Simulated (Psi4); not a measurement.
# USCAN/def2-TZVPD (density fitting with def2-universal-jkfit, core potential, sweep point 3) run of InNH2Cl (SMILES [NH2][In][Cl])

Aim: the vertical electron affinity of InNH2Cl at USCAN/def2-TZVPD (density fitting with def2-universal-jkfit, core potential, sweep point 3), from 2 runs. 

The results are computed with Psi4 1.11.

4 further runs of the same task are left out: 4 that didn't finish.

### 1 The system as given

InNH2Cl has 5 atoms, charge 0, and is taken as a doublet. As SMILES, `[NH2][In][Cl]`. The shape is that of a PBE0-D4/def2-TZVP optimisation. This is one conformer, not always the lowest.

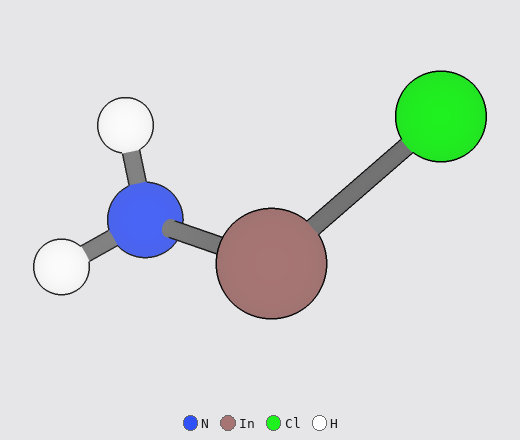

The structure, seen from a chosen angle (nitrogen blue, indium brown, chlorine green, hydrogen white).

### 2 A single-point energy at USCAN/def2-TZVPD (density fitting with def2-universal-jkfit, core potential, sweep point 3)

calc.in reads:

```
memory 1.6 GB

molecule {
  0 2
  N     -0.142600     0.808600    -0.493900
  In    -0.411600    -1.217800    -0.153300
  Cl     1.391500    -2.211500     1.018700
  H     -0.999700     1.283800    -0.756700
  H      0.212300     1.263200     0.343800
  symmetry c1
}

set {
  reference uks
  puream true
  scf_type df
  dft_radial_points 99
  dft_spherical_points 590
  df_basis_scf def2-universal-jkfit
  maxiter 150
}

energy("scan/def2-TZVPD")
```

Command:

```sh
$ psi4 -n 1 calc.in calc.out
```

calc.out:

```text
[...]
    !!!  WARNING: ECP capability is in beta. Please check occupations closely.  !!!
[...]
  Running in c1 symmetry.
[...]
  Nuclear repulsion =  154.716518533842446
[...]
  Multiplicity = 2
[...]
  Nalpha       = 24
  Nbeta        = 23
[...]
    Number of basis functions: 157
[...]
   @DF-UKS iter   1:  -705.77495274478520   -4.78806e-01   7.80439e-03 ADIIS/DIIS
[...]
   @DF-UKS iter  12:  -706.43841447716159   -1.04890e-07   7.68184e-07 DIIS
[...]
   @S^2 Observed:                7.585513573E-01
[...]
    Orbital Energies [Eh]
    ---------------------
    Alpha Occupied:
       1A   -101.184199     2A    -14.165504     3A     -9.331855
       4A     -7.074864     5A     -7.069862     6A     -7.069539
       7A     -4.639713     8A     -3.039777     9A     -3.034431
      10A     -3.030870    11A     -0.827379    12A     -0.763378
      13A     -0.722826    14A     -0.721119    15A     -0.720165
      16A     -0.713306    17A     -0.700533    18A     -0.453997
      19A     -0.404315    20A     -0.326861    21A     -0.283295
      22A     -0.279274    23A     -0.266202    24A     -0.213521
    Alpha Virtual:
      25A     -0.079856    26A     -0.016186    27A     -0.008619
[...]
  @DF-UKS Final Energy:  -706.43841447716159
   => Energetics <=
    Nuclear Repulsion Energy =            154.7165185338424465
    One-Electron Energy =               -1355.2476411229185942
    Two-Electron Energy =                 546.8433284271923185
    DFT Exchange-Correlation Energy =     -52.7506203152777715
    Empirical Dispersion Energy =           0.0000000000000000
    VV10 Nonlocal Energy =                  0.0000000000000000
    Total Energy =                       -706.4384144771615865
[...]
 Multipole Moments:
 ------------------------------------------------------------------------------------
     Multipole            Electronic (a.u.)      Nuclear  (a.u.)        Total (a.u.)
 ------------------------------------------------------------------------------------
 L = 1.  Multiply by 2.5417464519 to convert [e a0] to [Debye]
 Dipole X            :        -26.9002245           25.7573826           -1.1428419
 Dipole Y            :         -4.3893175            5.0215680            0.6322505
 Dipole Z            :        -13.9438439           13.6131492           -0.3306947
 Magnitude           :                                                    1.3472889
[...]
```

Run time: 50 s. Hardware: 1 thread of Intel Xeon 6975P-C (Granite Rapids), shared host; peak memory 1.2 GiB.

### 3 The singlet anion, same level

job.inp reads:

```
memory 1600 mb

molecule {
  -1 1
  N     -0.142600     0.808600    -0.493900
  In    -0.411600    -1.217800    -0.153300
  Cl     1.391500    -2.211500     1.018700
  H     -0.999700     1.283800    -0.756700
  H      0.212300     1.263200     0.343800
  units angstrom
  symmetry c1
}

set basis def2-TZVPD
set reference rks
set puream true
set scf_type df
set dft_radial_points 99
set dft_spherical_points 590
set df_basis_scf def2-universal-jkfit

E = energy('scan')
print_variables()
```

Command:

```sh
$ psi4 -i job.inp -o job.out -n 1
```

job.out:

```text
[...]
    !!!  WARNING: ECP capability is in beta. Please check occupations closely.  !!!
[...]
  Running in c1 symmetry.
[...]
  Nuclear repulsion =  154.716518533842446
[...]
  Multiplicity = 1
[...]
  Nalpha       = 24
  Nbeta        = 24
[...]
    Number of basis functions: 157
[...]
   @DF-RKS iter   1:  -705.68078216430638   -3.84636e-01   8.53618e-03 DIIS/ADIIS
[...]
   @DF-RKS iter  11:  -706.51195409907939   -3.83864e-08   7.53745e-07 DIIS
[...]
    Orbital Energies [Eh]
    ---------------------
    Doubly Occupied:
       1A   -100.995339     2A    -13.945477     3A     -9.144334
       4A     -6.885011     5A     -6.883149     6A     -6.882470
       7A     -4.406443     8A     -2.806102     9A     -2.801798
      10A     -2.797050    11A     -0.612732    12A     -0.568277
      13A     -0.489808    14A     -0.487321    15A     -0.486178
      16A     -0.481922    17A     -0.476903    18A     -0.253544
      19A     -0.193287    20A     -0.125966    21A     -0.104129
      22A     -0.099416    23A     -0.060921    24A      0.011820
[...]
  @DF-RKS Final Energy:  -706.51195409907939
   => Energetics <=
    Nuclear Repulsion Energy =            154.7165185338424465
    One-Electron Energy =               -1365.0465685776944156
    Two-Electron Energy =                 556.7856787625956940
    DFT Exchange-Correlation Energy =     -52.9675828178230717
    Empirical Dispersion Energy =           0.0000000000000000
    VV10 Nonlocal Energy =                  0.0000000000000000
    Total Energy =                       -706.5119540990793894
[...]
 Multipole Moments:
 ------------------------------------------------------------------------------------
     Multipole            Electronic (a.u.)      Nuclear  (a.u.)        Total (a.u.)
 ------------------------------------------------------------------------------------
 L = 1.  Multiply by 2.5417464519 to convert [e a0] to [Debye]
 Dipole X            :        -26.2347981           25.7573826           -0.4774156
 Dipole Y            :         -4.6045276            5.0215680            0.4170404
 Dipole Z            :        -13.4675778           13.6131492            0.1455715
 Magnitude           :                                                    0.6504148
[...]
```

It took 29 s on 1 thread of Intel Xeon 6975P-C (Granite Rapids), shared host; peak memory 1.2 GiB.

### 4 Results

Level: USCAN/def2-TZVPD (density fitting with def2-universal-jkfit, core potential, sweep point 3).

| quantity | value |
| --- | --- |
| doublet InNH2Cl: total energy | -706.43841 Eh |
| doublet InNH2Cl: dipole moment | 3.42 D |
| doublet InNH2Cl: HOMO energy (highest over α and β) | -5.81 eV |
| doublet InNH2Cl: LUMO energy (lowest over α and β) | -4.32 eV |
| doublet InNH2Cl: ⟨S²⟩ | 0.759 |
| singlet anion: total energy | -706.51195 Eh |
| singlet anion: HOMO energy | 0.32 eV |
| singlet anion: LUMO energy | 2.93 eV |
| singlet anion: HOMO–LUMO gap (to an unbound level, set by the basis) | 2.60 eV |
| vertical electron affinity (to the singlet anion) | 2.001 eV |

In words: At fixed nuclei the extra electron is bound by 2.00 eV (193 kJ/mol). The HOMO (singlet anion) lies at positive energy, 0.32 eV, as semi-local functionals often give for anions; only total energies tell whether the electron is bound.
